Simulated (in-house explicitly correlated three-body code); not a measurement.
# Two electrons around a charge of +5 with a centre of 7 electron masses: exact states

System: two electrons around a charge of +5 with a centre of 7 electron masses. A variational three-body run gives its energies and expectation values.

The numbers are computed with in-house explicitly correlated three-body code version 1 (two electrons, non-relativistic, variational in exponentially correlated functions), except any that are marked as measured or tabulated.

### Step 1. The system

| Property | Result |
| --- | --- |
| charge of the centre | +5 |
| mass of the centre | 7 electron masses |
| interactions | Coulomb |
| basis | 260 functions exp(−a r1 − b r2 − g r12) a state, exponent ranges optimised |
| units | hartree and bohr; relativity and QED are left out |

### Step 2. Input and results

Settings:

```ini
Z = 5.0
nuclear_mass = 7.0
interaction_strength = 1.0
functions = 260
states_tried = 13
```

Started as:

```sh
$ python run_hyl.py task.json out
```

Results of the run (chosen fields of its result record, rounded):

```text
{
  "status": "converged",
  "states [hartree, bohr]": [
    {"name": "1 1S", "E": -19.27264369468, "change": 5.8e-09, "T": 19.272643648, "inv_r": 4.106973123, "inv_r12": 2.524443891, "r": 0.370394839, "r2": 0.1848695, "r12": 0.536532169, "r12_2": 0.359030186, "cos": 0.02157756, "p1p2": -0.36210896, "d1": 23.35891, "d12": 2.3445},
    {"name": "2 3P", "E": -12.92978477351, "change": 5.2e-09, "T": 12.929784854, "inv_r": 2.679226917, "inv_r12": 0.9326995441, "r": 0.792505426, "r2": 1.01166452, "r12": 1.31423499, "r12_2": 2.05359515, "cos": -0.05389745, "p1p2": -1.5555602, "d1": 13.0645, "d12": 0.0},
    {"name": "2 3S", "E": -12.89643271795, "change": 2e-09, "T": 12.896432694, "inv_r": 2.653419591, "inv_r12": 0.7413305002, "r": 0.943517783, "r2": 1.46588205, "r12": 1.58867637, "r12_2": 2.90345243, "cos": 0.01591842, "p1p2": -0.089956779, "d1": 14.47552, "d12": 0.0},
    {"name": "2 1S", "E": -12.77979463773, "change": 4.2e-08, "T": 12.779794123, "inv_r": 2.639562169, "inv_r12": 0.836032928, "r": 0.986966573, "r2": 1.6303693, "r12": 1.66685101, "r12_2": 3.24984665, "cos": 0.001367337, "p1p2": -0.3713383, "d1": 14.36736, "d12": 0.37746},
    {"name": "2 1P", "E": -12.57443937835, "change": 2.2e-08, "T": 12.574439362, "inv_r": 2.595660806, "inv_r12": 0.8077293196, "r": 0.947803855, "r2": 1.51139932, "r12": 1.576204, "r12_2": 2.96927479, "cos": 0.04440889, "p1p2": 0.44135015, "d1": 13.48037, "d12": 0.049193},
    {"name": "3 3P", "E": -11.77887912351, "change": 8.6e-08, "T": 11.778879974, "inv_r": 2.395670679, "inv_r12": 0.398947693, "r": 1.82276352, "r2": 6.35044799, "r12": 3.32609627, "r12_2": 12.6798574, "cos": -0.006061127, "p1p2": -0.40096697, "d1": 13.29548, "d12": 0.0},
    {"name": "3 3S", "E": -11.77759098068, "change": 1.1e-08, "T": 11.777590989, "inv_r": 2.391095299, "inv_r12": 0.3557710229, "r": 1.96060945, "r2": 7.34613106, "r12": 3.59665588, "r12_2": 14.6617406, "cos": 0.007863627, "p1p2": -0.09521067, "d1": 13.65203, "d12": 0.0},
    {"name": "3 1S", "E": -11.74623272258, "change": 1.1e-07, "T": 11.746232174, "inv_r": 2.38728477, "inv_r12": 0.3803828009, "r": 2.02677849, "r2": 7.89970319, "r12": 3.72675173, "r12_2": 15.7721766, "cos": 0.00412979, "p1p2": -0.16326575, "d1": 13.6293, "d12": 0.11039},
    {"name": "4 3S", "E": -11.40247076445, "change": 4.4e-08, "T": 11.402470171, "inv_r": 2.301127819, "inv_r12": 0.206337257, "r": 3.40006905, "r2": 23.5277329, "r12": 6.46716278, "r12_2": 47.0218591, "cos": 0.004846096, "p1p2": -0.066253701, "d1": 13.46125, "d12": 0.0},
    {"name": "4 1S", "E": -11.38972703451, "change": 1.4e-07, "T": 11.389728321, "inv_r": 2.299562177, "inv_r12": 0.2161664155, "r": 3.48870975, "r2": 24.841218, "r12": 6.64355124, "r12_2": 49.6500193, "cos": 0.003333995, "p1p2": -0.092868395, "d1": 13.45378, "d12": 0.046137}
  ],
  "threshold [hartree]": -10.9375,
  "transitions": [
    ["1 1S", "2 1P", 6.6982043, 0.1346827],
    ["2 1S", "2 1P", 0.20535526, 2.404603],
    ["3 1S", "2 1P", -0.82820666, 0.257493],
    ["4 1S", "2 1P", -1.1847123, 0.03425568],
    ["2 3S", "2 3P", -0.033352056, 1.708608],
    ["2 3S", "3 3P", 1.1175536, 0.6530189],
    ["3 3S", "2 3P", -1.1521938, 0.04277215],
    ["3 3S", "3 3P", -0.0012881428, 11.30859],
    ["4 3S", "2 3P", -1.527314, 0.007305048],
    ["4 3S", "3 3P", -0.37640836, 0.3984002]
  ]
}
```

«change» is the move of the energy from 170 to 260 functions; states that moved too far are left out. d1 and d12 are the expectation values of δ(r1) and δ(r12).

Wall time 21 s (1 thread of Intel Xeon 6975P-C (Granite Rapids), shared host).

### Step 3. Levels

Binding counts from the one-electron threshold at -10.937500 hartree:

| state | binding (eV) | excitation (eV) | ⟨r⟩ | ⟨r12⟩ (bohr) | ⟨cos θ12⟩ |
| --- | --- | --- | --- | --- | --- |
| 1 ¹S | 226.811 | 0 | 0.3704 | 0.5365 | 0.0216 |
| 2 ³P | 54.2128 | 172.598 | 0.7925 | 1.314 | -0.0539 |
| 2 ³S | 53.3053 | 173.506 | 0.9435 | 1.589 | 0.0159 |
| 2 ¹S | 50.1314 | 176.679 | 0.9870 | 1.667 | 0.0014 |
| 2 ¹P | 44.5434 | 182.267 | 0.9478 | 1.576 | 0.0444 |
| 3 ³P | 22.8951 | 203.916 | 1.823 | 3.326 | -0.0061 |
| 3 ³S | 22.8600 | 203.951 | 1.961 | 3.597 | 0.0079 |
| 3 ¹S | 22.0067 | 204.804 | 2.027 | 3.727 | 0.0041 |
| 4 ³S | 12.6525 | 214.158 | 3.400 | 6.467 | 0.0048 |
| 4 ¹S | 12.3057 | 214.505 | 3.489 | 6.644 | 0.0033 |

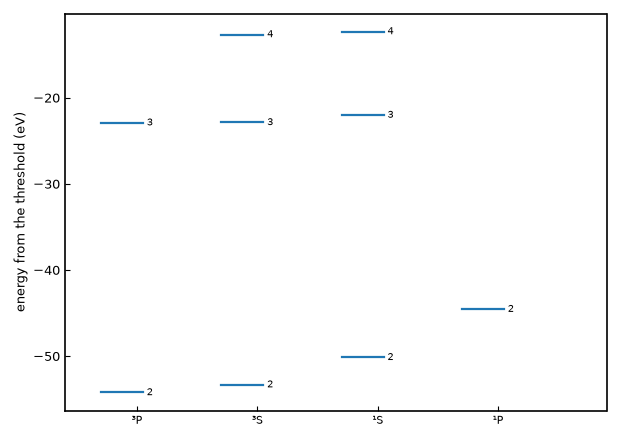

Excited levels under the threshold, term by term; numbers give n.

### Step 4. What came out

| quantity | value |
| --- | --- |
| ground-state energy | -19.27264369 hartree |
| binding of the second electron | 226.81 eV |
| ⟨r12⟩, ⟨cos θ12⟩ | 0.5365 bohr, 0.0216 |

What this shows: The second electron is bound by 226.8 eV, and the mean cosine of 0.022 shows the electrons tipped slightly to one side, by the recoil of the light centre. The virial ratio −T/E is 1.0000000, where an exact Coulomb state gives 1. Exchange puts 2 ³S 3.17 eV under 2 ¹S.
